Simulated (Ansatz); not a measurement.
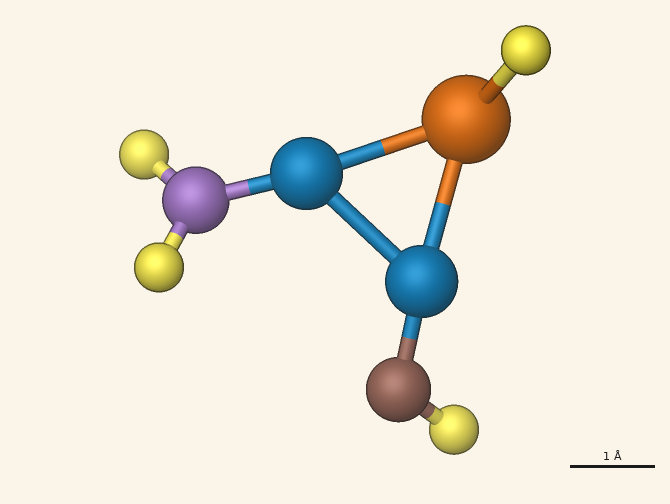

A ball-and-stick model of a molecule. Colours: nitrogen purple, boron blue, aluminium orange, oxygen brown, hydrogen yellow.

Describe the molecule.

It has 9 atoms: 1 aluminium, 2 boron, 4 hydrogen, 1 nitrogen and 1 oxygen (AlB₂H₄NO). As SMILES it reads `N[B]1[AlH][B]1O`. The point group is C1. Coordination: 1 N trigonal planar; 2 B T-shaped; 1 Al trigonal pyramidal; 1 O bent.

More results for the same structure follow; atom numbers are the same in all pictures, views and colours differ. The geometry was computed by an optimisation with PBE0-D4/def2-TZVP.

**Shape**

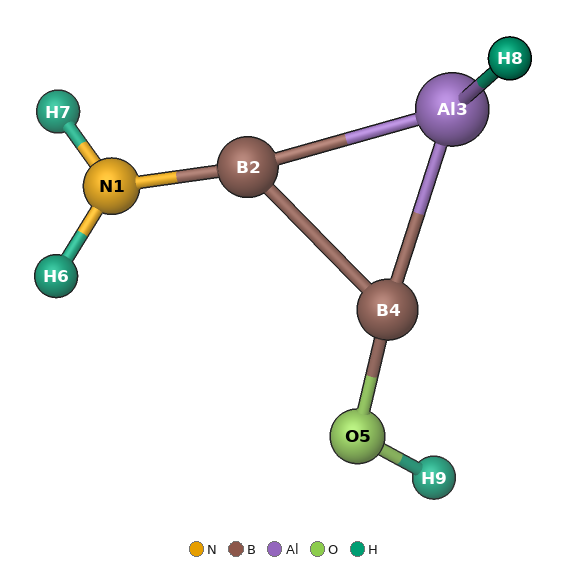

The atoms are numbered.

Estimate the angles B2–N1–H6, B2–N1–H7, N1–B2–Al3, N1–B2–B4, Al3–B2–B4, B2–Al3–B4, B2–Al3–H8, B4–Al3–H8, B2–B4–Al3, B2–B4–O5, Al3–B4–O5, B4–O5–H9.

```csv
angle,degrees
B2–N1–H6,123.5
B2–N1–H7,122.9
N1–B2–Al3,166.3
N1–B2–B4,123.0
Al3–B2–B4,62.0
B2–Al3–B4,55.7
B2–Al3–H8,121.6
B4–Al3–H8,123.0
B2–B4–Al3,62.3
B2–B4–O5,120.7
Al3–B4–O5,166.8
B4–O5–H9,113.9
```

**Dipole moment**

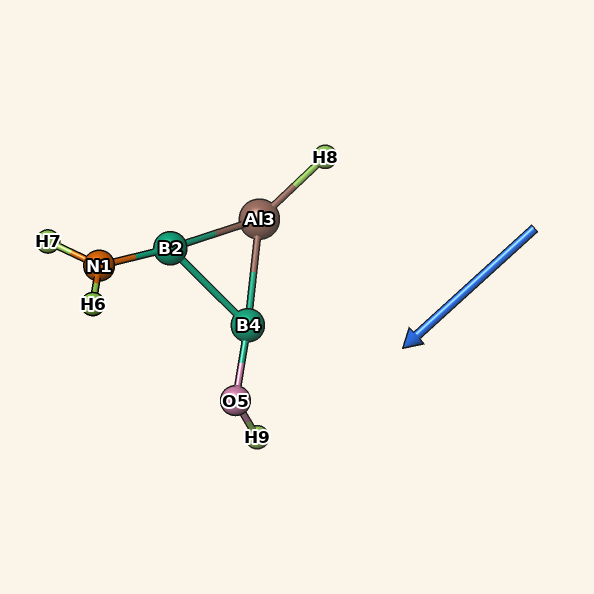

The arrow beside the molecule shows the direction of the dipole moment, from the negative to the positive end (its length means nothing). Properties computed with RKS PBE0-D4/def2-TZVP (Ansatz 0.2.0).

> Estimate the dipole moment.

3.03 D; it points from the side of H8 to the side of H6 (the outermost atoms at the two ends).

**Vibrations**

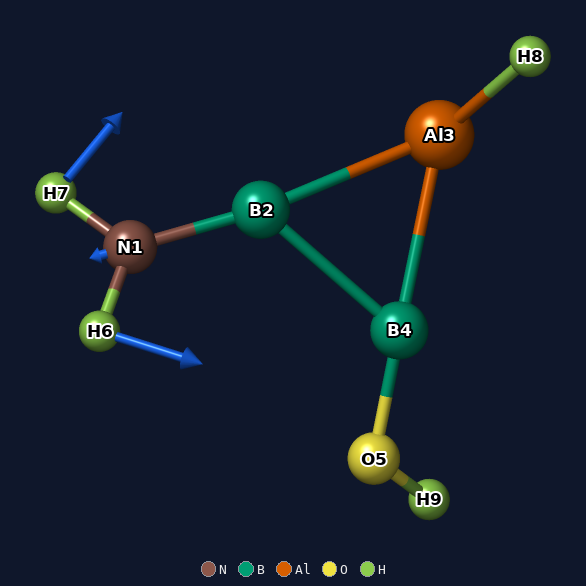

The arrows show one normal mode. Harmonic vibrations computed with RKS PBE0-D4/def2-TZVP (Ansatz 0.2.0) at a stationary point of the same level.

> Estimate its harmonic wavenumber.

1618 cm⁻¹; it is mode 17 of 21 counted from the lowest.

**Charges**

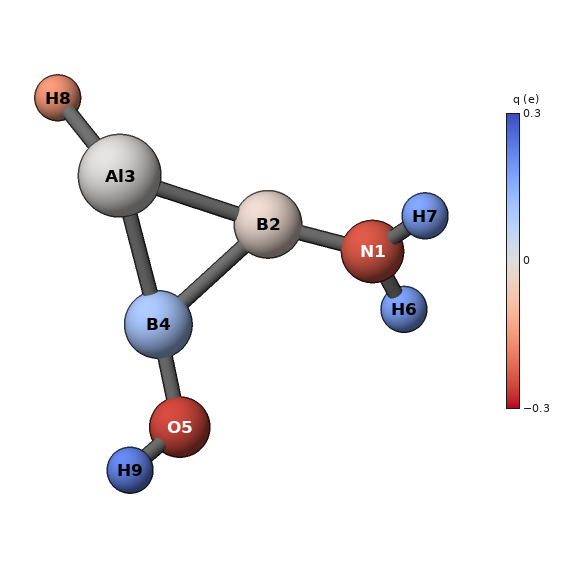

Atoms are coloured by their Mulliken charges. Method: RKS B3LYP-D4/def2-TZVPP (Ansatz 0.2.0).

> Which atom carries the highest charge (most positive or least negative)?

H9 (0.22 e).

> And the lowest?

O5 (−0.25 e).

List the Mulliken charges.

```json
{"atom": "N1", "value (e)": "−0.23"}
{"atom": "B2", "value (e)": "−0.03"}
{"atom": "Al3", "value (e)": "0.00"}
{"atom": "B4", "value (e)": "0.10"}
{"atom": "O5", "value (e)": "−0.25"}
{"atom": "H6", "value (e)": "0.17"}
{"atom": "H7", "value (e)": "0.17"}
{"atom": "H8", "value (e)": "−0.15"}
{"atom": "H9", "value (e)": "0.22"}
```

Mulliken values depend strongly on the basis set and can even reverse the polarity of a bond.
